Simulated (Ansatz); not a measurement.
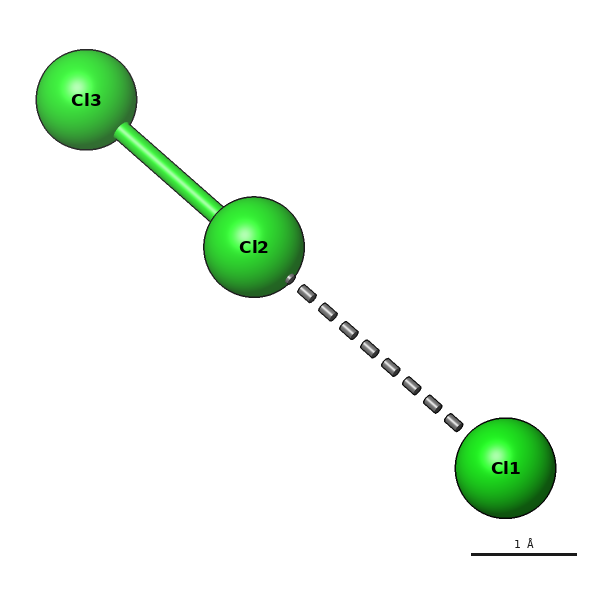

Two molecules or ions; the broken line marks their closest contact (measured against van der Waals radii). Charge −1, singlet. Geometry: a pair of rigid molecules at a changed separation. Program: Ansatz 0.2.0.

> Which two species are they?

Cl and Cl2 (`ClCl.[Cl-]`).

> How long is the contact?

Cl1···Cl2 is 3.44 Å.

Give the counterpoise-corrected interaction energy (kcal/mol, monomers kept as in the pair) with RHF-CCSD(T) (frozen core)/def2-TZVPPD; ωB97M-V/def2-TZVPPD.

| level | interaction energy (kcal/mol) |
| --- | --- |
| RHF-CCSD(T) (frozen core)/def2-TZVPPD | −13.6 |
| ωB97M-V/def2-TZVPPD | −15.4 |
